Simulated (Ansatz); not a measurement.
**Geometry relaxation, with input and output: C2H7Si (charge −1) (part 1 of 2)**

The run: geometry relaxation of C2H7Si, charge −1. Method and program: RKS PBE-D4/def2-SVPD (Ansatz 0.2.0).

Figures and captions count atoms from 1; the log counts them from 0 in places.

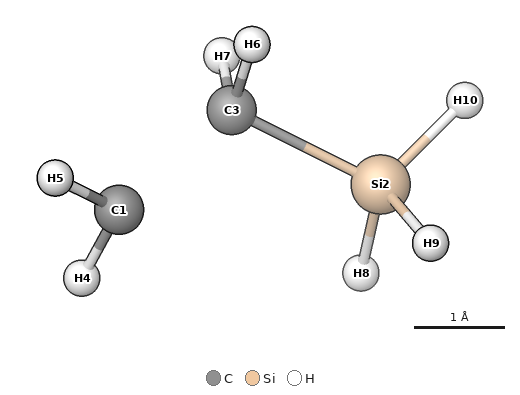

Fig. 1: The input geometry (ball-and-stick view, seen at a tilt; atoms are numbered from 1 in the order of the input). Bond lengths as drawn: C–H 1.06 to 1.09 Å, C–Si 1.91 Å and H–Si 1.42 Å.

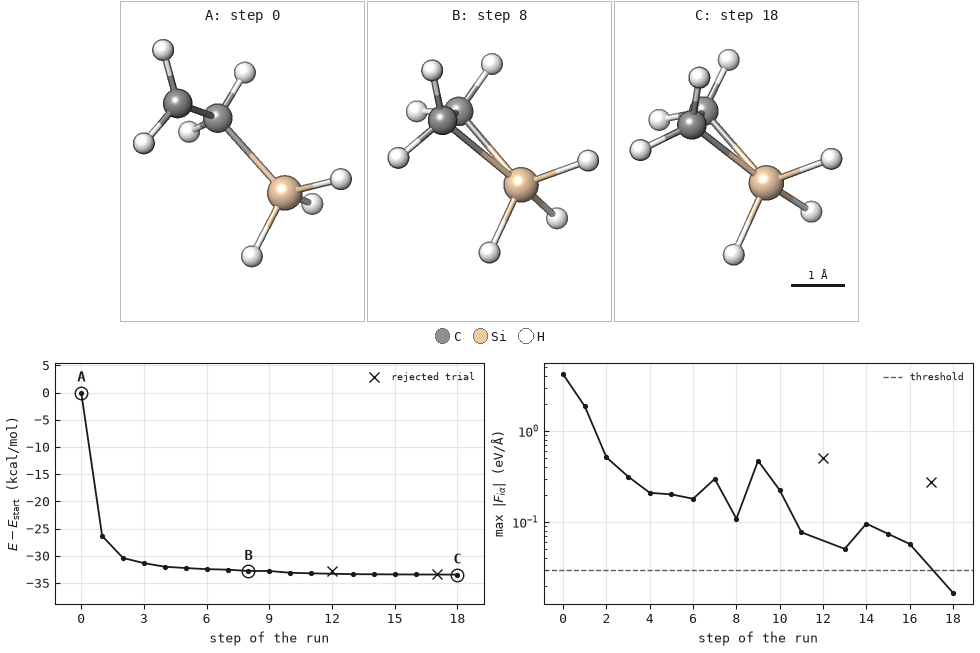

Fig. 2: Frames of the relaxation (ball-and-stick view, seen at a tilt) above the curves, on which the letters mark them (the first geometry is step 0 here and step 1 in the log).

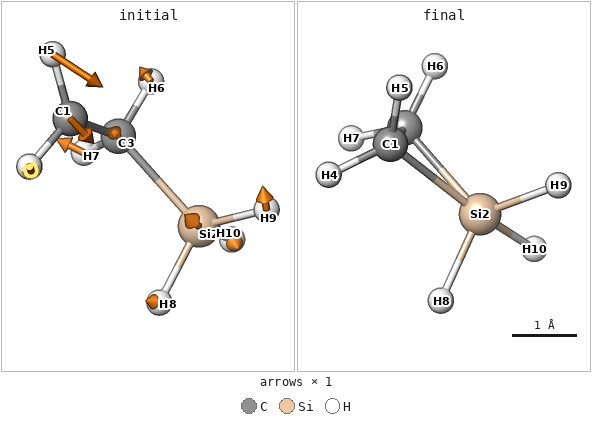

Fig. 3: Before (left) and after (right) the relaxation, at one scale (ball-and-stick view, seen at a tilt). The orange arrows give the displacements, at true length. After 18 geometry steps the energy has fallen by 33.4 kcal/mol. Largest force component: 4.2 eV/Å at the start, 0.017 eV/Å at the end. The line search rejected the trial steps at points 12, 17 (counted from 0) and went back. The atom that moves furthest after the best rigid fit is H5 (0.97 Å). By element the largest moves are H 0.97 Å, C 0.62 Å, Si 0.44 Å. Among the contacts that change: C1–Si2 3.102 → 2.068 Å, Si2–H10 1.420 → 1.628 Å, C1–C3 1.771 → 1.570 Å, Si2–H8 1.420 → 1.531 Å. New bonds form: C1–Si2 (3.10 → 2.07 Å). Among the angles that change: C1–C3–Si2 114.8° → 73.1°, Si2–C3–H7 98.3° → 122.9°, H9–Si2–H10 109.4° → 94.3°. (Atoms are counted from 1 in the order of the input.)

These pictures come from the run below.

Input file
```yaml
crystal:
  periodic: [false, false, false]
  atoms:
    - {symbol: C, position_ang: [-1.605957, 0.388172, -0.582072]}
    - {symbol: Si, position_ang: [0.908994, -0.854006, 0.742750]}
    - {symbol: C, position_ang: [0.126833, 0.567714, -0.263799]}
    - {symbol: H, position_ang: [-1.977125, -0.426638, -1.206565]}
    - {symbol: H, position_ang: [-2.224744, 1.284248, -0.635630]}
    - {symbol: H, position_ang: [0.324138, 1.456024, 0.279870]}
    - {symbol: H, position_ang: [0.855701, 0.631360, -1.030806]}
    - {symbol: H, position_ang: [0.699971, -2.083890, 0.064448]}
    - {symbol: H, position_ang: [0.294538, -0.959771, 2.018547]}
    - {symbol: H, position_ang: [2.308387, -0.677782, 0.907197]}
basis:
  gaussian: {orbitals: def2-SVPD}
total_charge: -1
hamiltonian: {xc: pbe, dispersion: d4}
relax: {f_tol: 0.03, max_steps: 250}
```

Command:
```bash
ansatz run in.yaml --threads 2 --pin off --events-out ev --progress --plain --max-ram 4352MiB
```

What the program printed
```
Functional definition: PBE
  name "PBE"
  cite "Perdew, Burke & Ernzerhof, Phys. Rev. Lett. 77, 3865 (1996) doi:10.1103/PhysRevLett.77.3865"
  parent pbe
  parameter kappa = 0.804
  parameter beta = 0.06672455060314922
  exchange = pbe_x(kappa = kappa, mu = beta*pi^2/3)
  correlation = pbe_c(beta = beta)
1014 factors; their error is unknown
mean field evaluation 1: about -10045.7717 eV, gradient 4.3e1 eV
mean field evaluation 2: about -10002.8519 eV, gradient 1.0e2 eV
mean field evaluation 4: about -10051.3241 eV, gradient 6.2e0 eV
mean field evaluation 8: about -10051.4255 eV, gradient 1.9e-1 eV
mean field evaluation 16: about -10051.3859 eV, gradient 1.9e-4 eV
mean field -10051.38591269 eV, -369.3816192173 hartree, gradient 3.8e-5 eV, S^2 0.000000; 2 other end points of the search recorded, 0 dependent functions left out
the calculation of the forces begins
reference -10051.38596287 eV, -369.3816210613 hartree; 17, 17 occupied and 103, 103 virtual orbitals, 1014 factors
relax step   1: F+E_penalty+E_count = -10051.58829581 eV  Δ(F+E_penalty+E_count) = +0.000e0 eV  max|allowed force component| = 4.193e0 eV/Å  Δτ_max = 0.0000 Å  (60 SCF iters, accepted)
these checks for a lower state are left out or cut short: starts, cluster_reference, orbital_swaps, neighbouring_geometries, increment
1014 factors; their error is unknown
mean field evaluation 32: about -10052.5225 eV, gradient 2.1e-1 eV
mean field -10052.52264398 eV, -369.4233933217 hartree, gradient 2.4e-5 eV, S^2 0.000000; 0 other end points of the search recorded, 0 dependent functions left out
[... from here on the field's lines of each further geometry are left out, up to the last ...]
relax step   2: F+E_penalty+E_count = -10052.73059913 eV  Δ(F+E_penalty+E_count) = -1.142e0 eV  max|allowed force component| = 1.864e0 eV/Å  Δτ_max = 0.1947 Å  (34 SCF iters, accepted)
relax step   3: F+E_penalty+E_count = -10052.90615005 eV  Δ(F+E_penalty+E_count) = -1.756e-1 eV  max|allowed force component| = 5.131e-1 eV/Å  Δτ_max = 0.1465 Å  (29 SCF iters, accepted)
relax step   4: F+E_penalty+E_count = -10052.94731014 eV  Δ(F+E_penalty+E_count) = -4.116e-2 eV  max|allowed force component| = 3.159e-1 eV/Å  Δτ_max = 0.1999 Å  (37 SCF iters, accepted)
relax step   5: F+E_penalty+E_count = -10052.97604949 eV  Δ(F+E_penalty+E_count) = -2.874e-2 eV  max|allowed force component| = 2.095e-1 eV/Å  Δτ_max = 0.1179 Å  (35 SCF iters, accepted)
relax step   6: F+E_penalty+E_count = -10052.98634648 eV  Δ(F+E_penalty+E_count) = -1.030e-2 eV  max|allowed force component| = 2.012e-1 eV/Å  Δτ_max = 0.0567 Å  (29 SCF iters, accepted)
relax step   7: F+E_penalty+E_count = -10052.99530416 eV  Δ(F+E_penalty+E_count) = -8.958e-3 eV  max|allowed force component| = 1.803e-1 eV/Å  Δτ_max = 0.0889 Å  (30 SCF iters, accepted)
relax step   8: F+E_penalty+E_count = -10052.99917724 eV  Δ(F+E_penalty+E_count) = -3.873e-3 eV  max|allowed force component| = 2.978e-1 eV/Å  Δτ_max = 0.0966 Å  (29 SCF iters, accepted)
relax step   9: F+E_penalty+E_count = -10053.00983628 eV  Δ(F+E_penalty+E_count) = -1.066e-2 eV  max|allowed force component| = 1.087e-1 eV/Å  Δτ_max = 0.0868 Å  (30 SCF iters, accepted)
relax step  10: F+E_penalty+E_count = -10053.00996183 eV  Δ(F+E_penalty+E_count) = -1.255e-4 eV  max|allowed force component| = 4.711e-1 eV/Å  Δτ_max = 0.1955 Å  (35 SCF iters, accepted)
relax step  11: F+E_penalty+E_count = -10053.02382953 eV  Δ(F+E_penalty+E_count) = -1.387e-2 eV  max|allowed force component| = 2.237e-1 eV/Å  Δτ_max = 0.0525 Å  (28 SCF iters, accepted)
relax step  12: F+E_penalty+E_count = -10053.02845076 eV  Δ(F+E_penalty+E_count) = -4.621e-3 eV  max|allowed force component| = 7.713e-2 eV/Å  Δτ_max = 0.0396 Å  (30 SCF iters, accepted)
relax step  13: F+E_penalty+E_count = -10053.00697454 eV  Δ(F+E_penalty+E_count) = +2.148e-2 eV  max|allowed force component| = 5.095e-1 eV/Å  Δτ_max = 0.2000 Å  (35 SCF iters, rejected (line search))
relax step  14: F+E_penalty+E_count = -10053.03517512 eV  Δ(F+E_penalty+E_count) = -6.724e-3 eV  max|allowed force component| = 5.074e-2 eV/Å  Δτ_max = 0.0965 Å  (29 SCF iters, accepted)
relax step  15: F+E_penalty+E_count = -10053.03608027 eV  Δ(F+E_penalty+E_count) = -9.052e-4 eV  max|allowed force component| = 9.603e-2 eV/Å  Δτ_max = 0.0729 Å  (30 SCF iters, accepted)
relax step  16: F+E_penalty+E_count = -10053.03716282 eV  Δ(F+E_penalty+E_count) = -1.083e-3 eV  max|allowed force component| = 7.423e-2 eV/Å  Δτ_max = 0.0331 Å  (30 SCF iters, accepted)
relax step  17: F+E_penalty+E_count = -10053.03773052 eV  Δ(F+E_penalty+E_count) = -5.677e-4 eV  max|allowed force component| = 5.745e-2 eV/Å  Δτ_max = 0.0398 Å  (29 SCF iters, accepted)
relax step  18: F+E_penalty+E_count = -10053.03271654 eV  Δ(F+E_penalty+E_count) = +5.014e-3 eV  max|allowed force component| = 2.785e-1 eV/Å  Δτ_max = 0.0486 Å  (29 SCF iters, rejected (line search))
the calculation of the forces begins
reference -10052.82353508 eV, -369.4344508655 hartree; 17, 17 occupied and 103, 103 virtual orbitals, 1014 factors
relax step  19: F+E_penalty+E_count = -10053.03853354 eV  Δ(F+E_penalty+E_count) = -8.030e-4 eV  max|allowed force component| = 1.671e-2 eV/Å  Δτ_max = 0.0156 Å  (30 SCF iters, accepted)
1014 factors; their error is unknown
mean field evaluation 160: about -10052.8666 eV, gradient 2.1e-1 eV
mean field -10052.82349089 eV, -369.4344492416 hartree, gradient 1.9e-5 eV, S^2 0.000000; 1 other end points of the search recorded, 0 dependent functions left out
the calculation of the forces begins
reference -10052.82353508 eV, -369.4344508655 hartree; 17, 17 occupied and 103, 103 virtual orbitals, 1014 factors
Total energy: -10053.03857773 eV, -369.4423535374 hartree
Atom 0 at    -1.141378     0.061105    -0.335278 Å, force     0.016707    -0.000331     0.010199 eV/Å
Atom 1 at     0.505511    -0.764050     0.604249 Å, force     0.012280    -0.012114    -0.005140 eV/Å
Atom 2 at     0.247731     0.786252    -0.424186 Å, force    -0.012251    -0.005720     0.010938 eV/Å
Atom 3 at    -1.464620    -0.380791    -1.302449 Å, force    -0.008842     0.004189    -0.005397 eV/Å
Atom 4 at    -1.959779     0.679706     0.095732 Å, force    -0.003832     0.001369    -0.006008 eV/Å
Atom 5 at     0.308379     1.741199     0.137169 Å, force     0.000995     0.004170    -0.007490 eV/Å
Atom 6 at     0.710698     0.931004    -1.423743 Å, force     0.004443    -0.000794     0.002044 eV/Å
Atom 7 at     0.451819    -2.098805    -0.144748 Å, force    -0.002350     0.002334     0.000990 eV/Å
Atom 8 at    -0.011318    -0.694084     2.043958 Å, force    -0.002966     0.000233     0.002683 eV/Å
Atom 9 at     2.063694    -0.936103     1.043236 Å, force    -0.004184     0.006664    -0.002820 eV/Å
Dipole moment:    -0.166386     0.301815    -0.216138 e Å
```

Trajectory as extended XYZ (Å, eV, eV/Å), 19 frames, from step=1 to step=19
```
10
Properties=species:S:1:pos:R:3:forces:R:3 step=1 energy=-10051.58830
C    -1.6060    0.3882   -0.5821    3.3187  -0.1238   1.4735
Si    0.9090   -0.8540    0.7428   -2.1114   1.7655  -1.0220
C     0.1268    0.5677   -0.2638   -4.1926  -2.0282   0.0175
H    -1.9771   -0.4266   -1.2066    0.4712  -0.3667  -0.4518
H    -2.2247    1.2842   -0.6356    0.2305   0.6833   0.0025
H     0.3241    1.4560    0.2799   -0.1394   1.6131   1.1511
H     0.8557    0.6314   -1.0308    1.0468   0.1720  -2.3280
H     0.7000   -2.0839    0.0644   -0.0967  -1.6411  -0.8213
H     0.2945   -0.9598    2.0185   -0.6086  -0.2667   1.7586
H     2.3084   -0.6778    0.9072    2.0817   0.1927   0.2200
10
Properties=species:S:1:pos:R:3:forces:R:3 step=2 energy=-10052.73060
C    -1.5348    0.3344   -0.4363    1.6393  -0.1190   0.2052
Si    0.8258   -0.8380    0.7368   -0.8251   0.8340  -0.5026
C     0.0559    0.5666   -0.2846   -1.8643  -0.8066   0.1313
H    -1.7867   -0.4093   -1.2433    0.2103   0.3674   0.1624
H    -2.0580    1.3045   -0.6181    0.0893  -0.1203  -0.1009
H     0.2346    1.4922    0.2769    0.0305   0.4294   0.3446
H     0.7259    0.6550   -1.1696    0.1623   0.0747  -0.6480
H     0.6815   -2.1364    0.0508   -0.0847  -0.6110  -0.2568
H     0.2712   -0.9809    2.0968   -0.2084  -0.0706   0.5611
H     2.2954   -0.6626    0.8846    0.8507   0.0220   0.1038
10
Properties=species:S:1:pos:R:3:forces:R:3 step=3 energy=-10052.90615
C    -1.4665    0.2990   -0.3793   -0.3880  -0.1328  -0.5131
Si    0.7907   -0.8164    0.7189   -0.0553  -0.0021  -0.0193
C     0.0095    0.5780   -0.2811    0.4562   0.0459   0.1018
H    -1.6452   -0.3760   -1.2618   -0.0844   0.0459   0.2551
H    -1.9990    1.2544   -0.6235   -0.1375  -0.1083   0.1028
H     0.1934    1.5075    0.3050    0.1091   0.0413   0.0406
H     0.6265    0.6974   -1.2302    0.0802   0.0871   0.0170
H     0.6146   -2.1686    0.0614   -0.0580   0.0055  -0.0073
H     0.2646   -0.9492    2.1260   -0.0242   0.0444   0.0196
H     2.3222   -0.7007    0.8585    0.1019  -0.0269   0.0028
10
Properties=species:S:1:pos:R:3:forces:R:3 step=4 energy=-10052.94731
C    -1.4123    0.2441   -0.4583   -0.1007   0.2310   0.2347
Si    0.7883   -0.8008    0.7148   -0.3159  -0.1441  -0.0629
C     0.0475    0.6275   -0.2645   -0.0048  -0.0609  -0.3040
H    -1.5842   -0.4444   -1.3164    0.1548   0.0035   0.0292
H    -2.0761    1.1367   -0.5891    0.0772  -0.1364   0.0488
H     0.1730    1.5320    0.3803   -0.1074  -0.0604  -0.0672
H     0.6971    0.8273   -1.1793    0.0737   0.0733   0.0746
H     0.4209   -2.1403    0.1014    0.0796   0.0942   0.0409
H     0.3181   -0.8372    2.1551    0.0678   0.0313  -0.0632
H     2.3384   -0.8194    0.7499    0.0756  -0.0315   0.0690
```
